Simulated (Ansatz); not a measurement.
A series of calculations on CH8BP

## 1. Relaxation

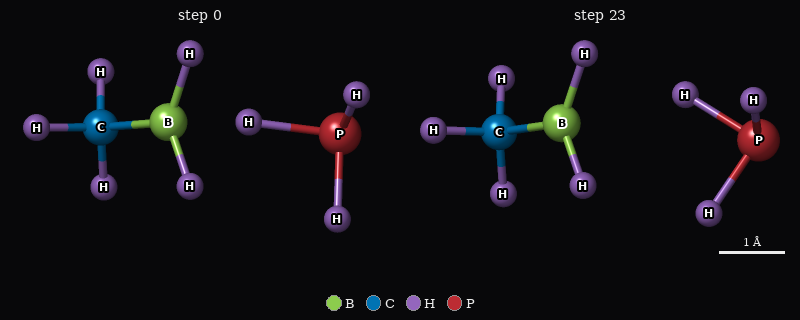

The structure of CH8BP before (left) and after (right) a relaxation, at one scale.

A ball-and-stick model, seen from a free direction.

The run prepares an end point of a later path (reaction) calculation, from a guessed geometry.

Level of theory: RKS B3LYP-D4/6-31G* in Ansatz 0.2.0. (no spin polarisation; force threshold 0.03 eV/Å; at most 50 steps)

Describe what moved and what it gained.

The largest move after the best rigid fit is that of an H atom, 0.90 Å. Largest moves by element: H 0.90 Å, P 0.30 Å, B 0.14 Å, C 0.10 Å. Near-neighbour distances that change, for instance: B–C 1.587 → 1.562 Å. After 17 accepted moves (23 points after the start) the energy has fallen by 0.071 eV. Largest force component: 0.4 eV/Å at the start, 0.026 eV/Å at the end. The line search rejected the trial steps at points 2, 8, 9, 16, 19, 21 of the run. The forces were under the threshold at step 10, but the run went on from there. Cost: 63 s on 1 thread of Arm Neoverse V1 (shared host), peak memory 0.14 GiB.

## 2. Relaxation

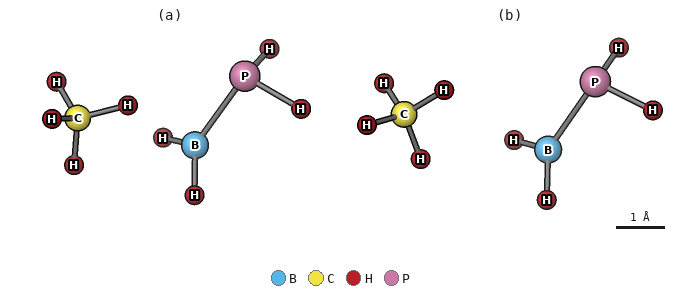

The structure of CH8BP before (left) and after (right) a relaxation, at one scale.

The picture is a ball-and-stick view, seen from a free direction.

The run prepares an end point of a later path (reaction) calculation, from a guessed geometry.

Level of theory: RKS B3LYP-D4/6-31G* (Ansatz).

Input
```yaml
crystal:
  periodic: [false, false, false]
  atoms:
    - { symbol: B, position_ang: [0.152817, -0.748819, -0.125587] }
    - { symbol: C, position_ang: [-0.175494, 0.2209, 2.490158] }
    - { symbol: H, position_ang: [-0.908641, 0.41726, 3.279223] }
    - { symbol: H, position_ang: [0.811505, 0.064953, 2.933214] }
    - { symbol: H, position_ang: [-0.143651, 1.073888, 1.808546] }
    - { symbol: H, position_ang: [1.230717, -0.25781, 0.016075] }
    - { symbol: H, position_ang: [-0.779935, -0.075649, -0.433453] }
    - { symbol: P, position_ang: [-0.098171, -2.609435, 0.201078] }
    - { symbol: H, position_ang: [-1.00048, -2.947574, -0.839316] }
    - { symbol: H, position_ang: [1.074039, -3.157817, -0.379077] }
    - { symbol: H, position_ang: [-0.481207, -0.698596, 1.963839] }
basis:
  gaussian: { orbitals: "6-31G*" }
hamiltonian:
  xc: b3lyp
  dispersion: d4
relax:
  f_tol: 0.03
  max_steps: 50
```

Run as
```bash
ansatz run input.yaml --threads 1 --pin off --max-ram 2048MiB --backend cpu --events-out ev --progress --plain --runs-dir out
```

Question: Summarise the run.

Answer: After 11 geometry steps the energy has fallen by 3.41 kcal/mol. Largest force component: 0.38 eV/Å at the start, 0.02 eV/Å at the end. The forces were under the threshold at step 5, but the run went on from there. The largest move after the best rigid fit is that of H11, 0.75 Å. Largest moves by element: H 0.75 Å, B 0.35 Å, C 0.34 Å, P 0.29 Å. Among the contacts that change: B1–P8 1.906 → 1.877 Å, C2–H11 1.103 → 1.093 Å. Bond angles that change, for instance: B1–P8–H9 101.0° → 104.4°. Cost: 32 s on 1 thread of Arm Neoverse V1, on a shared host, peak memory 0.14 GiB.

## 3. Path

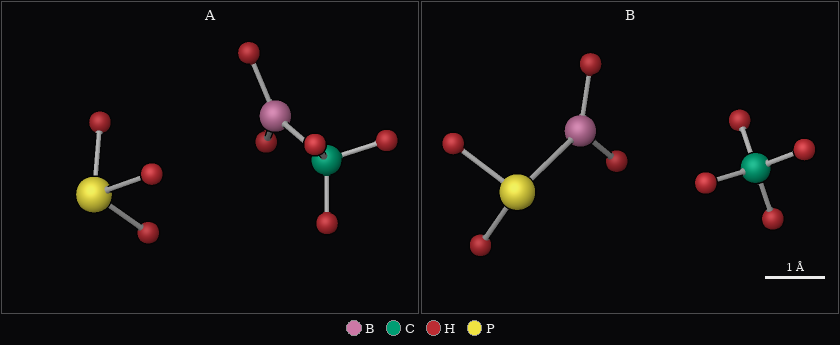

The two relaxed end points of a path for CH8BP, made up at the start of CH₅B and PH₃. Style: ball-and-stick. Shown from a free direction.

The calculation used RKS B3LYP-D4/6-31G* in Ansatz 0.2.0.

Settings: 7 movable images; climbing image; force threshold 0.05 eV/Å; iteration limit 60.

Start:
```xyz
11

B     0.0256    0.1100    0.3869
C     0.0864    0.4519    1.9099
H    -0.8306    0.2392    2.4698
H     0.9486    0.0315    2.4392
H     0.2182    1.5503    1.9458
H     1.0298   -0.0624   -0.2438
H    -1.0153    0.1101   -0.2064
P    -0.2369   -3.3597    0.6088
H    -0.6606   -2.6679   -0.5608
H     1.0073   -2.6694    0.6742
H    -0.8909   -2.4523    1.4910
```

End:
```xyz
11

B     0.2043   -0.8644   -0.4576
C    -0.2672    0.3667    2.7806
H    -0.8556    0.9048    3.5289
H     0.7848    0.3582    3.0796
H    -0.3657    0.8691    1.8134
H     1.2522   -0.3252   -0.2778
H    -0.7539   -0.2263   -0.7683
P     0.0068   -2.6785   -0.0200
H    -0.8948   -3.1786   -0.9886
H     1.2019   -3.2835   -0.4747
H    -0.6315   -0.6608    2.6990
```

> Predict the minimum-energy path and its barrier.

The highest point, image 3, lies 1.16 eV above the start and 1.49 eV above the end; the end is at −0.34 eV relative to the start. Breaking: B1–C2 (1.56 → 1.77 at the top → 3.50 Å), P8–H11 (1.42 → 1.83 at the top → 3.45 Å). Forming: B1–P8 (3.49 → 2.19 at the top → 1.88 Å), C2–H11 (3.09 → 1.48 at the top → 1.09 Å). The band is converged. At the top, the vibrational analysis gives one imaginary mode (1029i cm⁻¹), as a transition state must have.

Energies of the converged images:

```tsv
image	path (Å)	E (eV)
0	0.00	0.000
1	0.82	0.008
2	1.63	0.209
3	2.45	1.155
4	3.15	0.306
5	3.86	-0.023
6	4.56	-0.221
7	5.27	-0.325
8	5.98	-0.339
```

The geometry at the top of the path:

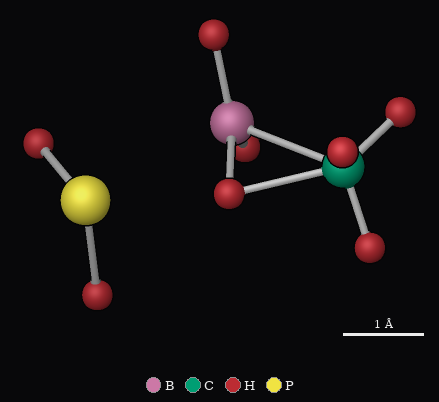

Limits of the set-up: the start holds two separate molecules, 2.8 Å apart at their closest, whose relative position is a soft coordinate.
